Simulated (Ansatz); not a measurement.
**H7PSi2Te: vertical energies of changing the electron count**

Wanted for H7PSi2Te: vertical energies of changing the electron count. SMILES: [SiH3][SiH](P)[TeH].

Computed with Ansatz 0.2.0, driven from Python. Level of theory: PBE0/def2-SVPD.

### Step 1. The structure

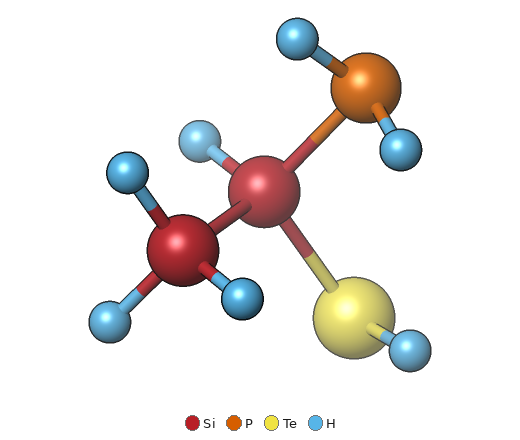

The structure that the script starts from, seen from a chosen angle (silicon red, phosphorus orange, tellurium yellow, hydrogen blue).

No structure file is read: the coordinates are typed or built in the script.

### Step 2. The script

Contents of h7psi2te.py:

```python
"""Vertical ionisation energy of H7PSi2Te."""

import ansatz as az
from ase import Atoms


def energy(molecule, charge=0, unpaired=0):
    calc = (
        molecule.calculation()
        .basis(gaussian="def2-SVPD")
        .functional("PBE0")
    )
    if charge:
        calc = calc.charge(charge)
    if unpaired:
        calc = calc.spin("collinear", total=unpaired)
    return calc.run(threads=1, pin="off").report["free_energy_ev"]

atoms = Atoms(["Si", "Si", "P", "Te", "H", "H", "H", "H", "H", "H", "H"], positions=[
    (-0.8986, 1.1193, 0.4313),
    (0.073, -0.2727, -0.9523),
    (2.1025, -0.6214, -0.2515),
    (-1.0961, -2.4081, -0.9666),
    (-2.3174, 1.3901, -0.0716),
    (-0.9827, 0.6103, 1.7731),
    (-0.1787, 2.4358, 0.442),
    (0.1535, 0.3069, -2.3171),
    (1.7238, -0.839, 1.1769),
    (2.4121, 0.7905, -0.0123),
    (-0.926, -2.5686, 0.7686),
])
molecule = az.Crystal.molecule_from_ase(atoms)

# delta-SCF style differences, no relaxation
parent = energy(molecule, 0, 0)
cation = energy(molecule, 1, 1)
print(f"E(N)   = {parent:.5f} eV")
print(f"E(N-1) = {cation:.5f} eV  (1 unpaired)")
print(f"vertical ionisation energy {cation - parent:.3f} eV")
```

### Step 3. Launch

Started as:

```sh
python h7psi2te.py
```

Standard output:

```text
E(N)   = -32433.62135 eV
E(N-1) = -32425.35683 eV  (1 unpaired)
vertical ionisation energy 8.265 eV
```

It took 34 s on 1 thread of Arm Neoverse V1, shared host; peak memory 0.71 GiB.

### Step 4. Run by run

From the records of these 2 runs:

```csv
run,system,unpaired or total moment,energy (eV),<S²>,SCF cycles,CPU time (s)
1,H7PSi2Te,not set,-32433.6213,0.00,15,8.7
2,"H7PSi2Te, charge +1",1,-32425.3568,0.76,26,25
```

Totals carry meaning only in balanced differences at one level of theory.

### Step 5. What came out

```
                  quantity     value
vertical ionisation energy  8.265 eV
             runs compared         2
```

The ionisation energy is a difference of two total energies at the neutral geometry. At this unrelaxed geometry removing an electron costs 8.26 eV. The geometry is a force-field or estimated start, not a minimum of this method, and the basis set is short of its limit. All parts are taken at fixed geometry, without zero-point energy. At an unrelaxed start these energies can be a whole eV from those at the minimum, and a small affinity can change sign. def2 sets replace the cores of elements past krypton by effective core potentials.
